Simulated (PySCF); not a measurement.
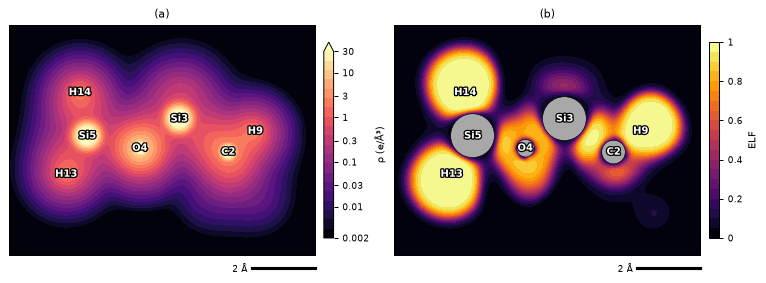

Figure 1: C2H9OSi2 (charge −1). (a) total electron density; (b) electron localisation function on the plane of atoms Si3, O4 and Si5. Grey discs cover the atomic cores in the ELF map.

Geometry: GFN2-xTB.

Method: B3LYP/pcSseg-1, SCF density, gas phase, non-relativistic in PySCF 2.14.0.

| atom | x (Å) | y (Å) | z (Å) |
| --- | --- | --- | --- |
| C | -1.9858 | -0.0879 | 0.6446 |
| C | -1.1707 | -0.8766 | -0.3610 |
| Si | 0.4453 | -0.0050 | -0.8344 |
| O | 1.3213 | 0.1460 | 0.4469 |
| Si | 2.9014 | 0.8446 | 0.6282 |
| H | -1.3973 | 0.0783 | 1.5442 |
| H | -2.2518 | 0.8852 | 0.2328 |
| H | -2.9098 | -0.6041 | 0.9257 |
| H | -1.7561 | -1.0247 | -1.2715 |
| H | -0.9639 | -1.8694 | 0.0406 |
| H | 1.0593 | -0.8052 | -1.9207 |
| H | 0.0721 | 1.2719 | -1.4881 |
| H | 3.2018 | 0.7339 | 1.9917 |
| H | 3.4343 | 1.3130 | -0.5789 |

> What does the map show?

- Atoms in the plane: C, Si, O and H.
- Si–O (1.56 Å): the density is about 1.3 e/Å³ at the midpoint; the ELF peaks at about 0.85 between the atoms; a short, strongly polar bond.
- C–Si (1.90 Å): ρ is about 0.94 e/Å³ halfway; the ELF peaks at about 0.95 between the atoms, as expected for localised, covalent bonding.
- C–H (1.09 Å): ρ at the midpoint is about 1.9 e/Å³; the ELF climbs to about 1 towards the hydrogen, as it does in any bond to H (an ordinary covalent bond to hydrogen).
- Si–O (1.74 Å): ρ is about 0.87 e/Å³ halfway; the ELF peaks at about 0.85 between the atoms: a shared but strongly polarised pair.
- Si–H (1.40 Å): ρ is about 0.83 e/Å³ halfway; the ELF climbs to about 1 towards the hydrogen.
- The ELF also peaks beside O4, away from the bonds: lone-pair regions.
